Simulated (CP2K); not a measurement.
# ZrO2 (zirconia): r2SCAN/TZV2P-MOLOPT-SCAN-GTH (core potential)

Aim: the energy change on altering one bond length of ZrO2 (zirconia) at r2SCAN/TZV2P-MOLOPT-SCAN-GTH (core potential), from 2 runs. 

The results are computed with CP2K 2026.2.

### Step 1. The system as given

ZrO2: 3 atoms, total charge 0, spin state singlet. SMILES: `[O]=[Zr]=[O]`. The shape is that of a PBE0-D4/def2-TZVP optimisation.

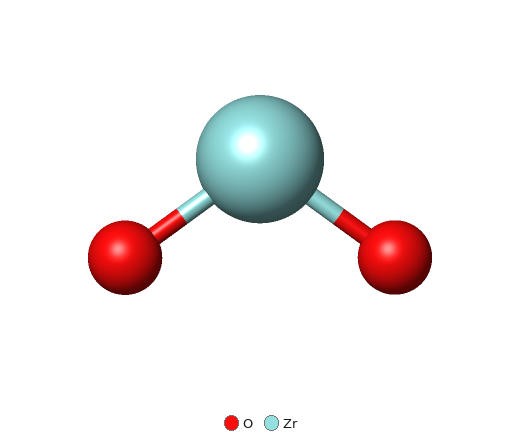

Viewed from a chosen angle; oxygen red, zirconium light teal.

### Step 2. A single-point energy at r2SCAN/TZV2P-MOLOPT-SCAN-GTH (core potential)

molecule.xyz

```xyz
3

O      0.654500     1.252500     0.388400
Zr     0.348500    -0.481700     0.351800
O     -1.003000    -0.770800    -0.740100
```

run.inp

```
&GLOBAL
  PROJECT_NAME run
  RUN_TYPE ENERGY
  PRINT_LEVEL MEDIUM
&END GLOBAL

&FORCE_EVAL
  METHOD Quickstep
  &DFT
    BASIS_SET_FILE_NAME BASIS_MOLOPT_UZH
    POTENTIAL_FILE_NAME POTENTIAL_UZH
    CHARGE 0
    MULTIPLICITY 1
    &QS
      METHOD GPW
      EPS_DEFAULT 1.0E-10
    &END QS
    ! plane-wave cutoff in Ry
    &MGRID
      CUTOFF 550
      REL_CUTOFF 50
      NGRIDS 4
    &END MGRID
    &POISSON
      PERIODIC NONE
      POISSON_SOLVER MULTIPOLE
    &END POISSON
    ! self-consistent field
    &SCF
      SCF_GUESS ATOMIC
      EPS_SCF 1.0E-06
      MAX_SCF 40
      &OT ON
        MINIMIZER DIIS
        PRECONDITIONER FULL_ALL
      &END OT
      &OUTER_SCF
        EPS_SCF 1.0E-06
        MAX_SCF 5
      &END OUTER_SCF
    &END SCF
    ! functional
    &XC
      &XC_FUNCTIONAL
        &MGGA_X_R2SCAN
        &END MGGA_X_R2SCAN
        &MGGA_C_R2SCAN
        &END MGGA_C_R2SCAN
      &END XC_FUNCTIONAL
    &END XC
    ! extra output
    &PRINT
      &MOMENTS
        PERIODIC F
        REFERENCE COM
        MAX_MOMENT 1
      &END MOMENTS
      &MO_CUBES
        NLUMO 5
        NHOMO -1
        WRITE_CUBE F
      &END MO_CUBES
      &HIRSHFELD OFF
      &END HIRSHFELD
    &END PRINT
  &END DFT
  &SUBSYS
    ! vacuum box
    &CELL
      ABC [angstrom] 8.7 9 8.1
      PERIODIC NONE
    &END CELL
    &TOPOLOGY
      COORD_FILE_NAME molecule.xyz
      COORD_FILE_FORMAT XYZ
      &CENTER_COORDINATES
      &END CENTER_COORDINATES
    &END TOPOLOGY
    &KIND O
      BASIS_SET TZV2P-MOLOPT-SCAN-GTH-q6
      POTENTIAL GTH-SCAN-q6
    &END KIND
    &KIND Zr
      BASIS_SET TZV2P-MOLOPT-SCAN-GTH-q12
      POTENTIAL GTH-SCAN-q12
    &END KIND
  &END SUBSYS
&END FORCE_EVAL
```

On the command line:

```sh
$ OMP_NUM_THREADS=1 cp2k.psmp -i run.inp > run.out 2>&1
```

Log:

```text
CP2K| version string:                                       CP2K version 2026.2
[...]
 GLOBAL| Method name                                                        CP2K
[...]
 GLOBAL| Run type                                                         ENERGY
[...]
 DFT| Spin restricted Kohn-Sham (RKS) calculation                            RKS
 DFT| Multiplicity                                                             1
[...]
 DFT| Charge                                                                   0
[...]
 FUNCTIONAL| MGGA_X_R2SCAN:
[...]
 FUNCTIONAL| MGGA_C_R2SCAN:
[...]
 QS| Method:                                                                 GPW
[...]
 QS| Density cutoff [a.u.]:                                                275.0
[...]
 QS| Relative density cutoff [a.u.]:                                        25.0
[...]
                             - Atoms:                                          3
[...]
                             - Spherical basis functions:                    100
[...]
 Number of electrons:                                                         24
[...]
     1 OT DIIS     0.15E+00    1.4     0.17977205       -76.5059113887 -7.65E+01
[...]
    32 OT DIIS     0.15E+00    1.6     0.00000090       -78.5959631985  2.77E-10
  *** SCF run converged in    32 steps ***
[...]
  Overlap energy of the core charge distribution:               0.00000002446893
  Self energy of the core charge distribution:               -169.12561562674404
  Core Hamiltonian energy:                                     42.76348095185993
  Hartree energy:                                              60.69225676456755
  Exchange-correlation energy:                                -12.92608531269953
  Total energy:                                               -78.59596319854715
[...]
                     Mulliken Population Analysis
 #  Atom  Element  Kind  Atomic population                           Net charge
       1     O        1          6.598132                             -0.598132
       2     Zr       2         10.803799                              1.196201
       3     O        1          6.598070                             -0.598070
 # Total charge                             24.000000                  0.000000
[...]
  Dipole moment [Debye]
    X=  0.3868407E+01 Y= -0.5368011E+01 Z=  0.3937401E+01  Total=      7.6995608
[...]
 HOMO - LUMO gap [eV] :    2.667688
 ENERGY| Total FORCE_EVAL ( QS ) energy [hartree]            -78.595963198547153
[...]
```

Wall time 53 s (1 thread of Arm Neoverse V2, shared host); peak memory 0.85 GiB.

### Step 3. The distorted shape at the same level

molecule.inp

```
&GLOBAL
  PROJECT_NAME molecule
  RUN_TYPE ENERGY
  PRINT_LEVEL MEDIUM
&END GLOBAL
&FORCE_EVAL
  METHOD QS
  &DFT
    BASIS_SET_FILE_NAME BASIS_MOLOPT_UZH
    POTENTIAL_FILE_NAME POTENTIAL_UZH
    CHARGE 0
    MULTIPLICITY 1
    &QS
      METHOD GPW
      EPS_DEFAULT 1.0E-10
    &END QS
    &MGRID
      CUTOFF 550
      REL_CUTOFF 50
      NGRIDS 4
    &END MGRID
    # no periodic images
    &POISSON
      PERIODIC NONE
      POISSON_SOLVER MULTIPOLE
    &END POISSON
    # SCF settings
    &SCF
      SCF_GUESS ATOMIC
      EPS_SCF 1.0E-06
      MAX_SCF 50
      &OT ON
        MINIMIZER DIIS
        PRECONDITIONER FULL_SINGLE_INVERSE
      &END OT
      &OUTER_SCF
        EPS_SCF 1.0E-06
        MAX_SCF 5
      &END OUTER_SCF
    &END SCF
    &XC
      &XC_FUNCTIONAL
        &MGGA_X_R2SCAN
        &END MGGA_X_R2SCAN
        &MGGA_C_R2SCAN
        &END MGGA_C_R2SCAN
      &END XC_FUNCTIONAL
    &END XC
    &PRINT
      &MOMENTS
        PERIODIC F
        REFERENCE COM
        MAX_MOMENT 1
      &END MOMENTS
      &MO_CUBES
        NLUMO 1
        NHOMO -1
        WRITE_CUBE F
      &END MO_CUBES
      &HIRSHFELD OFF
      &END HIRSHFELD
    &END PRINT
  &END DFT
  # atoms, cell and kinds
  &SUBSYS
    &CELL
      ABC [angstrom] 8.7 9.3 8.1
      PERIODIC NONE
    &END CELL
    &COORD
      O      0.700404     1.512654     0.393891
      Zr     0.348500    -0.481700     0.351800
      O     -1.003000    -0.770800    -0.740100
    &END COORD
    &TOPOLOGY
      &CENTER_COORDINATES
      &END CENTER_COORDINATES
    &END TOPOLOGY
    &KIND O
      BASIS_SET TZV2P-MOLOPT-SCAN-GTH-q6
      POTENTIAL GTH-SCAN-q6
    &END KIND
    &KIND Zr
      BASIS_SET TZV2P-MOLOPT-SCAN-GTH-q12
      POTENTIAL GTH-SCAN-q12
    &END KIND
  &END SUBSYS
&END FORCE_EVAL
```

On the command line:

```sh
$ OMP_NUM_THREADS=1 cp2k.psmp -i molecule.inp -o molecule.out
```

Log:

```text
CP2K| version string:                                       CP2K version 2026.2
[...]
 GLOBAL| Method name                                                        CP2K
[...]
 GLOBAL| Run type                                                         ENERGY
[...]
 DFT| Spin restricted Kohn-Sham (RKS) calculation                            RKS
 DFT| Multiplicity                                                             1
[...]
 DFT| Charge                                                                   0
[...]
 FUNCTIONAL| MGGA_X_R2SCAN:
[...]
 FUNCTIONAL| MGGA_C_R2SCAN:
[...]
 QS| Method:                                                                 GPW
[...]
 QS| Density cutoff [a.u.]:                                                275.0
[...]
 QS| Relative density cutoff [a.u.]:                                        25.0
[...]
                             - Atoms:                                          3
[...]
                             - Spherical basis functions:                    100
[...]
 Number of electrons:                                                         24
[...]
     1 OT DIIS     0.80E-01    1.6     0.18811312       -76.6395318861 -7.66E+01
[...]
     8 OT DIIS     0.80E-01    1.8     0.00000052       -78.5629671991 -7.67E-10
  *** SCF run converged in     8 steps ***
[...]
  Overlap energy of the core charge distribution:               0.00000001225530
  Self energy of the core charge distribution:               -169.12561562674404
  Core Hamiltonian energy:                                     42.28545379665329
  Hartree energy:                                              61.06458657148589
  Exchange-correlation energy:                                -12.78739195270412
  Total energy:                                               -78.56296719905367
[...]
                     Mulliken Population Analysis
 #  Atom  Element  Kind  Atomic population                           Net charge
       1     O        1          6.712327                             -0.712327
       2     Zr       2         10.720968                              1.279032
       3     O        1          6.566706                             -0.566706
 # Total charge                             24.000000                 -0.000000
[...]
  Dipole moment [Debye]
    X=  0.3248997E+01 Y= -0.6877984E+01 Z=  0.3611539E+01  Total=      8.4205615
[...]
 HOMO - LUMO gap [eV] :    1.897602
 ENERGY| Total FORCE_EVAL ( QS ) energy [hartree]            -78.562967199053674
[...]
```

It took 1.8 min on 1 thread of Arm Neoverse V2, shared host; peak memory 0.89 GiB.

### Step 4. Results

At r2SCAN/TZV2P-MOLOPT-SCAN-GTH (core potential):

| quantity | value |
| --- | --- |
| first shape: total energy | -78.59596 Eh |
| first shape: dipole moment | 7.70 D |
| first shape: HOMO energy | -5.47 eV |
| first shape: LUMO energy | -2.81 eV |
| first shape: HOMO–LUMO gap | 2.67 eV |
| distorted shape: total energy | -78.56297 Eh |
| distorted shape: dipole moment | 8.42 D |
| distorted shape: HOMO energy | -5.15 eV |
| distorted shape: LUMO energy | -3.25 eV |
| distorted shape: HOMO–LUMO gap | 1.90 eV |
| energy change with the O1–Zr2 bond stretched from 1.761 to 2.026 Å | 0.898 eV |

**Reading.** With the O1–Zr2 bond stretched from 1.761 to 2.026 Å the energy rises by 0.90 eV (86.6 kJ/mol). The first shape isn't relaxed at this level, so the change isn't measured from a minimum.
